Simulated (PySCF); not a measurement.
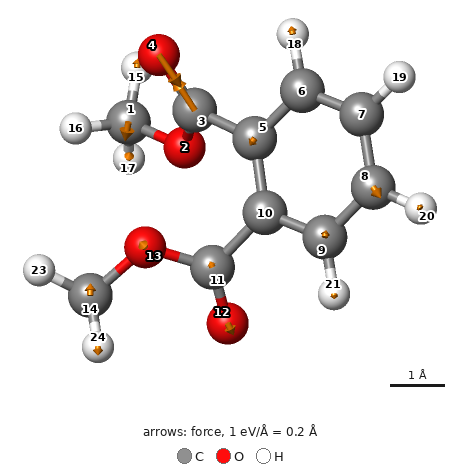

Starting geometry of C10H10O4 with the computed forces as orange arrows. A ball-and-stick model, seen at a tilt.

The start comes from GFN2-xTB. Its atoms were then displaced at random by about 0.01 Å.

Method: PBE0-D3(BJ)/def2-SVP geometry optimisation, gas phase in PySCF 2.14.0, density-fitted response routines. 

Q: Is this structure relaxed? If not, where do the atoms go?

A: It isn't relaxed: the largest force vector, on C atoms, is 3.84 eV/Å. The final displacements have little in common with the starting forces (cosine between the two patterns 0.27). After 9 geometry steps the energy has fallen by 0.248 eV. The atom that moves furthest after the best rigid fit is an O atom (0.16 Å). Largest moves by element: O 0.16 Å, H 0.09 Å, C 0.06 Å. Some distances before and after: C–O 1.257 → 1.203 Å, C–H 1.125 → 1.096 Å, C–H 1.074 → 1.100 Å, C–C 1.378 → 1.396 Å. Among the angles between lasting bonds that change: O–C–H 107.8° → 110.6°, H–C–H 107.6° → 110.3°, H–C–H 111.0° → 108.3°.
